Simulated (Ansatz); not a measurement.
Base system: Y in the hcp (Mg type) structure (space group P6_3/mmc, No. 194; a = 3.683 Å, c = 5.698 Å).

Structures relaxed with r2SCAN (Ansatz, a program for electronic structure; PAW; 500 eV plane waves; spin-orbit coupling left out).

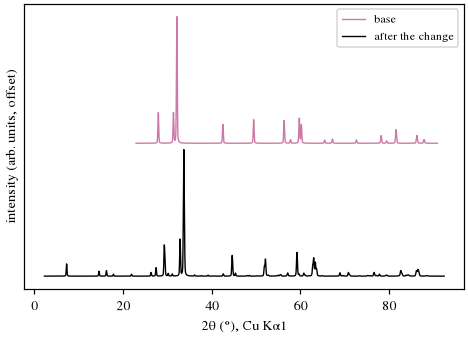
Simulated powder patterns before (top) and after one change

Which of these changes matches the shifts?
A. x(Sc) = 0.667, 6 atoms, C2/m
B. x(Sc) = 0.75, 8 atoms, Pmma
C. x(Sc) = 0.5, 8 atoms, Pmm2
D. x(Sc) = 0.833, 6 atoms, P-62m

C, x(Sc) = 0.5, 8 atoms, Pmm2. Its volume per atom is 29.09 Å³ against 33.46 Å³, and its space group is Pmm2 (No. 25).

These are small ordered cells, not random alloys; other orderings at the same x differ. Stability against distortions was not tested. All final runs are without spin polarisation. YSc, YSc2, YSc5 and YSc3 have a high density of states at the Fermi level and may be magnetic at this level.
